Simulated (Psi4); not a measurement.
# Geometry relaxation, with input and output: BCl (part 2 of 3)

Continued. System: BCl, SMILES [B]Cl. Method: PBE0/STO-3G, RKS, dispersion D3(BJ) (Psi4 1.11). The geometry comes from this level: PBE0-D4/def2-TZVP.

Geometry of the input (Å):
```
B  -0.0000  -0.0000  -0.0697
Cl 0.0000  0.0000  1.6482
```

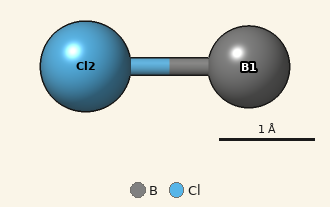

The structure as given in the input (ball-and-stick view, seen on its broad side; atoms are numbered from 1 in the order of the input).

## What the program printed, continued
```
	----------------------------------------------------------------------------------------------~
	   Step    Total Energy     Delta E     Max Force     RMS Force      Max Disp      RMS Disp   ~
	----------------------------------------------------------------------------------------------~
	  Convergence Criteria     1.00e-06 *    3.00e-04 *             o    1.20e-03 *             o~
	----------------------------------------------------------------------------------------------~
	     1    -479.44635763   -4.79e+02      4.40e-02      4.40e-02 o    1.28e-01      1.28e-01 o  ~
	----------------------------------------------------------------------------------------------

Next Geometry in Ang
	Fragment 1 (Ang)

	    B   0.0000000000   0.0000000000  -1.3403748752
	   Cl   0.0000000000   0.0000000000   0.4451909418

    Structure for next step:
    Molecular point group: c1
    Full point group: C_inf_v

    Geometry (in Angstrom), charge = 0, multiplicity = 1:

    B            0.000000000000     0.000000000000    -1.358018473748
    CL           0.000000000000     0.000000000000     0.427547343288

gradient() will perform analytic gradient computation.

  ==> Geometry <==

    Molecular point group: c1
    Full point group: C_inf_v

    Geometry (in Angstrom), charge = 0, multiplicity = 1:

       Center              X                  Y                   Z               Mass
    ------------   -----------------  -----------------  -----------------  -----------------
         B            0.000000000000     0.000000000000    -1.358018473748    11.009305360000
         CL           0.000000000000     0.000000000000     0.427547343288    34.968852682000

  Running in c1 symmetry.

  Rotational constants: A = ************  B =      0.63147  C =      0.63147 [cm^-1]
  Rotational constants: A = ************  B =  18931.09525  C =  18931.09525 [MHz]
  Nuclear repulsion =   25.190929663758030

  Charge       = 0
  Multiplicity = 1
  Electrons    = 22
  Nalpha       = 11
  Nbeta        = 11

  ==> Algorithm <==

  SCF Algorithm Type is DF.
  DIIS enabled.
  MOM disabled.
  Fractional occupation disabled.
  Guess Type is READ.
  Energy threshold   = 1.00e-08
  Density threshold  = 1.00e-08
  Integral threshold = 1.00e-12

   => Molecular Quadrature <=

    Radial Scheme          =       TREUTLER
    Pruning Scheme         =           NONE
    Nuclear Scheme         =       TREUTLER

    Blocking Scheme        =         OCTREE
    BS radius alpha        =              1
    Pruning alpha          =              1
    Radial Points          =             75
    Spherical Points       =            302
    Total Points           =          39965
    Total Blocks           =            357
    Max Points             =            256
    Max Functions          =             14
    Weights Tolerance      =       1.00E-15

   => Loading Basis Set <=

    Name: STO-3G
    Role: ORBITAL
    Keyword: BASIS

  Reading orbitals from file scr/output.180.npy, no projection.

   => Auxiliary Basis Set <=

  Basis Set: (STO-3G AUX)
    Blend: DEF2-UNIVERSAL-JKFIT
    Number of shells: 63
    Number of basis functions: 203
    Number of Cartesian functions: 244
    Spherical Harmonics?: true
    Max angular momentum: 4

  Cached 100.0% of DFT collocation blocks in 0.013 [GiB].

  Minimum eigenvalue in the overlap matrix is 3.4207927594E-01.
  Reciprocal condition number of the overlap matrix is 1.9848340481E-01.
    Using symmetric orthogonalization.

  ==> Pre-Iterations <==

  SCF Guess: Orbitals guess was supplied from a previous computation.

   -------------------------------------------------------
    Irrep   Nso     Nmo     Nalpha   Nbeta   Ndocc  Nsocc
   -------------------------------------------------------
     A         14      14      11      11      11       0
   -------------------------------------------------------
    Total      14      14      11      11      11       0
   -------------------------------------------------------

  ==> Iterations <==

                           Total Energy        Delta E     RMS |[F,P]|

   @DF-RKS iter   0:  -479.44247278541928   -4.79442e+02   9.87313e-03
   @DF-RKS iter   1:  -479.44882125938170   -6.34847e-03   1.78518e-03 ADIIS/DIIS
   @DF-RKS iter   2:  -479.44871415033043    1.07109e-04   1.99563e-03 ADIIS/DIIS
   @DF-RKS iter   3:  -479.44949052859943   -7.76378e-04   4.11231e-05 DIIS
   @DF-RKS iter   4:  -479.44949079806298   -2.69464e-07   2.35106e-06 DIIS
   @DF-RKS iter   5:  -479.44949079966568   -1.60270e-09   5.03181e-07 DIIS
   @DF-RKS iter   6:  -479.44949079971451   -4.88285e-11   9.24869e-09 DIIS
  Energy and wave function converged.

  ==> Post-Iterations <==

   Electrons on quadrature grid:
      Ntotal   =   22.0000008031 ; deviation = 8.031e-07

    Final Occupation by Irrep:
              A
    DOCC [    11 ]
    NA   [    11 ]
    NB   [    11 ]

  @DF-RKS Final Energy:  -479.44949079971451

   => Energetics <=

    Nuclear Repulsion Energy =             25.1909296637580304
    One-Electron Energy =                -712.2217607401145187
    Two-Electron Energy =                 231.7882475424805477
    DFT Exchange-Correlation Energy =     -24.2060716725003786
    Empirical Dispersion Energy =          -0.0008355933381757
    VV10 Nonlocal Energy =                  0.0000000000000000
    Total Energy =                       -479.4494907997144537

Computation Completed

Properties will be evaluated at   0.000000,   0.000000,   0.000000 [a0]

Properties computed using the SCF density matrix

 Multipole Moments:

 ------------------------------------------------------------------------------------
     Multipole            Electronic (a.u.)      Nuclear  (a.u.)        Total (a.u.)
 ------------------------------------------------------------------------------------

 L = 1.  Multiply by 2.5417464519 to convert [e a0] to [Debye]
 Dipole X            :          0.0000000            0.0000000            0.0000000
 Dipole Y            :         -0.0000000            0.0000000           -0.0000000
 Dipole Z            :         -1.0232272            0.9036906           -0.1195366
 Magnitude           :                                                    0.1195366

 ------------------------------------------------------------------------------------

	total time  =          0 seconds =       0.00 minutes

         ------------------------------------------------------------
                                   SCF GRAD
         ------------------------------------------------------------

  ==> Geometry <==

    Molecular point group: c1
    Full point group: C_inf_v

    Geometry (in Angstrom), charge = 0, multiplicity = 1:

       Center              X                  Y                   Z               Mass
    ------------   -----------------  -----------------  -----------------  -----------------
         B            0.000000000000     0.000000000000    -1.358018473748    11.009305360000
         CL           0.000000000000     0.000000000000     0.427547343288    34.968852682000

  Nuclear repulsion =   25.190929663758030

   => Molecular Quadrature <=

    Radial Scheme          =       TREUTLER
    Pruning Scheme         =           NONE
    Nuclear Scheme         =       TREUTLER

    Blocking Scheme        =         OCTREE
    BS radius alpha        =              1
    Pruning alpha          =              1
    Radial Points          =             75
    Spherical Points       =            302
    Total Points           =          39965
    Total Blocks           =            357
    Max Points             =            256
    Max Functions          =             14
    Weights Tolerance      =       1.00E-15

  -Total Gradient:
     Atom            X                  Y                   Z
    ------   -----------------  -----------------  -----------------
       1       -0.000000000000    -0.000000000000     0.006815286119
       2        0.000000000000     0.000000000000    -0.006807876082

	total time  =          0 seconds =       0.00 minutes

    			-----------------------------------------

    			 OPTKING 3.0: for geometry optimizations

    			        with contributions from

    			-----------------------------------------

	                            ===> Fragment 1 <==

	 Z (Atomic Numbers)          Masses                          Geom
	       5.000000            11.009305          0.00000000  0.00000000 -2.56628299
	      17.000000            34.968853          0.00000000  0.00000000  0.80794738

	 - Coordinate -           - BOHR/RAD -       - ANG/DEG -
	 R(1,2)           =         3.374230           1.785566

	        --- Internal Coordinate Step in ANG or DEG, aJ/ANG or AJ/DEG ---
	-------------------------------------------------------------------------------
	           Coordinate      Previous         Force          Change          New
	           ----------      --------        ------          ------        ------
	               R(1,2)       1.78557        0.05612        0.01239       1.79796
	-------------------------------------------------------------------------------

	                                 ==> Convergence Check <==

	Measures of convergence in internal coordinates in au.

	Criteria marked as inactive (o), active & met (*), and active & unmet ( ).

	----------------------------------------------------------------------------------------------
	   Step    Total Energy     Delta E     Max Force     RMS Force      Max Disp      RMS Disp
	----------------------------------------------------------------------------------------------
	  Convergence Criteria     1.00e-06 *    3.00e-04 *             o    1.20e-03 *             o
	----------------------------------------------------------------------------------------------
	     2    -479.44949080   -3.13e-03      6.81e-03      6.81e-03 o    2.34e-02      2.34e-02 o  ~
	----------------------------------------------------------------------------------------------

Next Geometry in Ang
	Fragment 1 (Ang)

	    B   0.0000000000   0.0000000000  -1.3642158970
	   Cl   0.0000000000   0.0000000000   0.4337447666

    Structure for next step:
    Molecular point group: c1
    Full point group: C_inf_v

    Geometry (in Angstrom), charge = 0, multiplicity = 1:

    B            0.000000000000     0.000000000000    -1.367445418674
    CL           0.000000000000     0.000000000000     0.430515244930

gradient() will perform analytic gradient computation.

  ==> Geometry <==

    Molecular point group: c1
    Full point group: C_inf_v

    Geometry (in Angstrom), charge = 0, multiplicity = 1:

       Center              X                  Y                   Z               Mass
    ------------   -----------------  -----------------  -----------------  -----------------
         B            0.000000000000     0.000000000000    -1.367445418674    11.009305360000
         CL           0.000000000000     0.000000000000     0.430515244930    34.968852682000

  Running in c1 symmetry.

  Rotational constants: A = ************  B =      0.62280  C =      0.62280 [cm^-1]
  Rotational constants: A = ************  B =  18670.97920  C =  18670.97920 [MHz]
  Nuclear repulsion =   25.017267517285266

  Charge       = 0
  Multiplicity = 1
  Electrons    = 22
  Nalpha       = 11
  Nbeta        = 11

   => Molecular Quadrature <=

    Radial Scheme          =       TREUTLER
    Pruning Scheme         =           NONE
    Nuclear Scheme         =       TREUTLER

    Blocking Scheme        =         OCTREE
    BS radius alpha        =              1
    Pruning alpha          =              1
    Radial Points          =             75
    Spherical Points       =            302
    Total Points           =          39965
    Total Blocks           =            360
    Max Points             =            254
    Max Functions          =             14
    Weights Tolerance      =       1.00E-15

   => Auxiliary Basis Set <=

  Basis Set: (STO-3G AUX)
    Blend: DEF2-UNIVERSAL-JKFIT
    Number of shells: 63
    Number of basis functions: 203
    Number of Cartesian functions: 244
    Spherical Harmonics?: true
    Max angular momentum: 4

  Cached 100.0% of DFT collocation blocks in 0.013 [GiB].

  Minimum eigenvalue in the overlap matrix is 3.4870542174E-01.
  Reciprocal condition number of the overlap matrix is 2.0323673833E-01.
    Using symmetric orthogonalization.

  ==> Iterations <==

                           Total Energy        Delta E     RMS |[F,P]|

   @DF-RKS iter   0:  -479.44768421134609   -4.79448e+02   1.70708e-03
   @DF-RKS iter   1:  -479.44956072211829   -1.87651e-03   3.25676e-04 ADIIS/DIIS
   @DF-RKS iter   2:  -479.44955805414270    2.66798e-06   3.51900e-04 ADIIS/DIIS
   @DF-RKS iter   3:  -479.44958286133379   -2.48072e-05   8.01688e-06 DIIS
   @DF-RKS iter   4:  -479.44958287206452   -1.07307e-08   4.60463e-07 DIIS
   @DF-RKS iter   5:  -479.44958287211387   -4.93401e-11   7.04986e-08 DIIS
   @DF-RKS iter   6:  -479.44958287211477   -9.09495e-13   1.58619e-10 DIIS
  Energy and wave function converged.

  ==> Post-Iterations <==

   Electrons on quadrature grid:
      Ntotal   =   22.0000005271 ; deviation = 5.271e-07

    Final Occupation by Irrep:
              A
    DOCC [    11 ]
    NA   [    11 ]
    NB   [    11 ]

  @DF-RKS Final Energy:  -479.44958287211477

   => Energetics <=

    Nuclear Repulsion Energy =             25.0172675172852657
    One-Electron Energy =                -711.9324131869958592
    Two-Electron Energy =                 231.6715993174111929
    DFT Exchange-Correlation Energy =     -24.2052010695677389
    Empirical Dispersion Energy =          -0.0008354502476798
    VV10 Nonlocal Energy =                  0.0000000000000000
    Total Energy =                       -479.4495828721148314

Computation Completed

Properties will be evaluated at   0.000000,   0.000000,   0.000000 [a0]

Properties computed using the SCF density matrix
```
